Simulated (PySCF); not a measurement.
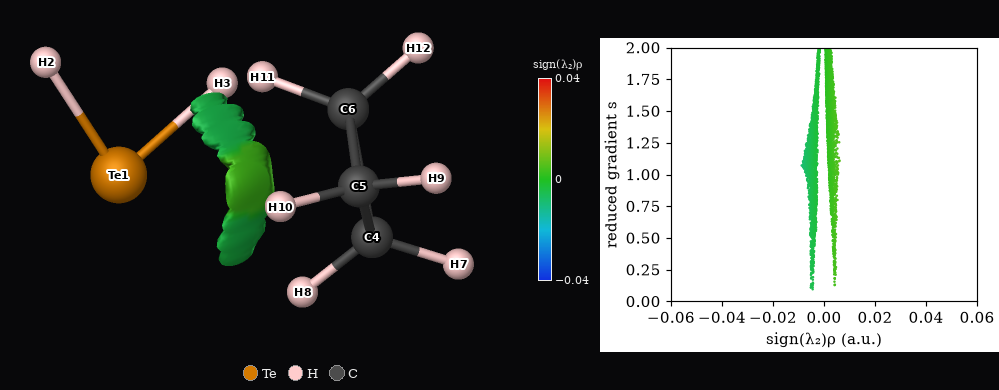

*C3H8Te, SMILES `[TeH2].C1CC1`. Non-covalent interaction surfaces between the fragments (reduced density gradient s = 0.4, coloured by sign(λ₂)ρ in a.u.; trimmed to the region between the fragments where ρ is under 0.06 a.u.). Fragment A: TeH2 (atoms 1–3); fragment B: H6C3. The plot gives s against sign(λ₂)ρ for grid points between the fragments.*

Level of theory: r2SCAN/def2-TZVP (PySCF), at a geometry from GFN2-xTB. Core potentials replace the inner electrons of Te; spin–orbit coupling isn't included. GFN2-xTB bond lengths at metals and heavier atoms can be off by up to 0.1 Å and shapes distorted, which carries into these values.

The calculation's input:

```python
import numpy as np
from pyscf import gto, scf, dft
from pyscf.scf import atom_ks, atom_hf
from scipy.linalg import block_diag
from pyscf.dispersion import dftd3

def solve(mol, dm0=None, hcore=None):
    mf = (dft.UKS if mol.spin else dft.RKS)(mol, xc='r2scan')
    mf.grids.level = 3
    mf = mf.density_fit(auxbasis='def2-universal-jkfit')
    mf.conv_tol, mf.max_cycle = 1e-8, 80
    if hcore is not None:
        mf.get_hcore = lambda *args: hcore
    mf.kernel(dm0)
    if not mf.converged:
        mf = mf.newton().run(mf.mo_coeff, mf.mo_occ, max_cycle=30)
    assert mf.converged, 'SCF not converged'
    return mf

mol = gto.M(atom='''
Te     1.34953     0.04058     0.02850
H      1.42512    -1.45577     0.70170
H      0.98691    -0.68644    -1.39674
C     -2.72226     0.77221    -0.27867
C     -3.69367    -0.04681     0.51154
C     -2.65812    -0.72174    -0.33153
H     -3.08502     1.30210    -1.14618
H     -1.94360     1.29696     0.25487
H     -4.72159    -0.07870     0.18310
H     -3.58230    -0.07991     1.58454
H     -1.83428    -1.21332     0.16481
H     -2.97640    -1.21734    -1.23596
''', basis='def2-tzvp', ecp={'Te': 'def2-tzvp'}, charge=0, spin=0, verbose=4)
mol_a = gto.M(atom='''
Te     1.34953     0.04058     0.02850
H      1.42512    -1.45577     0.70170
H      0.98691    -0.68644    -1.39674
ghost-C     -2.72226     0.77221    -0.27867
ghost-C     -3.69367    -0.04681     0.51154
ghost-C     -2.65812    -0.72174    -0.33153
ghost-H     -3.08502     1.30210    -1.14618
ghost-H     -1.94360     1.29696     0.25487
ghost-H     -4.72159    -0.07870     0.18310
ghost-H     -3.58230    -0.07991     1.58454
ghost-H     -1.83428    -1.21332     0.16481
ghost-H     -2.97640    -1.21734    -1.23596
''', basis='def2-tzvp', ecp={'Te': 'def2-tzvp'}, charge=0, spin=0, verbose=4)
mol_b = gto.M(atom='''
ghost-Te     1.34953     0.04058     0.02850
ghost-H      1.42512    -1.45577     0.70170
ghost-H      0.98691    -0.68644    -1.39674
C     -2.72226     0.77221    -0.27867
C     -3.69367    -0.04681     0.51154
C     -2.65812    -0.72174    -0.33153
H     -3.08502     1.30210    -1.14618
H     -1.94360     1.29696     0.25487
H     -4.72159    -0.07870     0.18310
H     -3.58230    -0.07991     1.58454
H     -1.83428    -1.21332     0.16481
H     -2.97640    -1.21734    -1.23596
''', basis='def2-tzvp', charge=0, spin=0, verbose=4)
ab, a, b = solve(mol), solve(mol_a), solve(mol_b)
e_int = ab.e_tot - a.e_tot - b.e_tot
print('counterpoise-corrected interaction energy / kcal/mol', e_int * 627.5095)
def disp(atoms, charge):
    m = gto.M(atom=atoms, charge=charge, basis='sto-3g', spin=None, unit='Bohr', verbose=0)
    return dftd3.DFTD3Dispersion(m, xc='r2scan', version='d3bj').get_dispersion()['energy']
e_disp = disp(mol._atom, mol.charge) - disp(mol._atom[:3], mol_a.charge) - disp(mol._atom[3:], mol_b.charge)
print('D3(BJ) part / kcal/mol', e_disp * 627.5095)
# spherically averaged free atoms, for the promolecule
atom_ks.AtomSphAverageRKS.init_guess_by_vsap = lambda self, mol=None: self.init_guess_by_minao(mol)  # core potentials
atm = atom_ks.get_atm_nrks(mol, xc='r2scan')
pro = block_diag(*[(atm[a[0]][2] * atm[a[0]][3]) @ atm[a[0]][2].T for a in mol._atom])
np.savez('result.npz', e_int=e_int, e_disp=e_disp, dm_a=a.make_rdm1(), dm_b=b.make_rdm1(), c=ab.mo_coeff, occ=ab.mo_occ, eps=ab.mo_energy, pro=pro, d=[f.dip_moment(verbose=0) for f in (ab, a, b)])
```

Command:

```sh
OMP_NUM_THREADS=1 python input.py
```

The run took 3 min on 1 thread of Arm Neoverse V2 (shared host), peak memory 0.75 GiB.

Partitions, critical points and surface values were worked out afterwards from this run's density.

Which interactions hold the two fragments together?

Answer. Bond critical points between the fragments: Te1···H11, 3.42 Å, ρ = 0.005 a.u.; Te1···H8, 3.53 Å, ρ = 0.004 a.u. All are weak and appear green (van der Waals range). Several contacts close a ring, whose ring point adds a part with positive λ₂ between them. The pose is a local one from a semi-empirical search, not shown to be the most stable.

How strongly are they bound?

Answer. The counterpoise-corrected interaction energy of the frozen fragments is −0.1 kcal/mol without dispersion correction and −0.6 kcal/mol with D3(BJ). The pair geometry is semi-empirical, not a minimum at this level.
